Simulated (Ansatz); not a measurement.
# SnBi2Te4, response to strain

Start from SnBi2Te4 (space group R-3m, No. 166; a cell from a computed database, its experimental status unchecked).

```
CELL_PARAMETERS angstrom
      2.20347     1.27217    13.74425
     -2.20347     1.27217    13.74425
      0.00000    -2.54434    13.74425
ATOMIC_POSITIONS crystal
  Sn 0.00000 0.00000 0.00000
  Bi 0.57272 0.57272 0.57272
  Bi 0.42728 0.42728 0.42728
  Te 0.86444 0.86444 0.86444
  Te 0.13556 0.13556 0.13556
  Te 0.71132 0.71132 0.71132
  Te 0.28868 0.28868 0.28868
```

Cartesian axes are those of the cell as printed.

Strains are applied to the cell and any free atomic positions relax; under biaxial strain the out-of-plane vector relaxes too.

The values are results of plane-wave PAW DFT at the PBE-D3(BJ) level (Ansatz, an electronic-structure program, 420 eV), scalar-relativistic without spin-orbit coupling, not measurements.

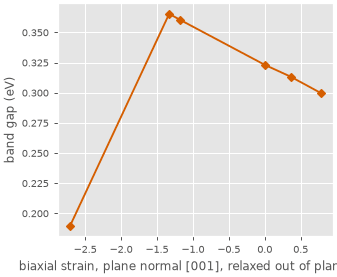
*Band gap against biaxial strain, plane normal [001], relaxed out of plane*

Question: From the plot, what is the band gap for biaxial strain +0.78 %, plane normal [001], relaxed out of plane?

Answer: About 0.30 eV.

Question: Is the trend monotonic over the range shown?

Answer: No, it turns within the range, spanning 0.19 eV to 0.37 eV.

With Bi and Te present, leaving out spin-orbit coupling can change the band edges. No phonon test of stability was made. The D3 term's C6 switches between coordination references near this geometry, which can add small steps to energies. A zero or small gap of SnBi2Te4 under biaxial strain −2.71 %, plane normal [001], relaxed out of plane and SnBi2Te4 under biaxial strain +0.78 %, plane normal [001], relaxed out of plane can be the functional's error rather than a property of the material.
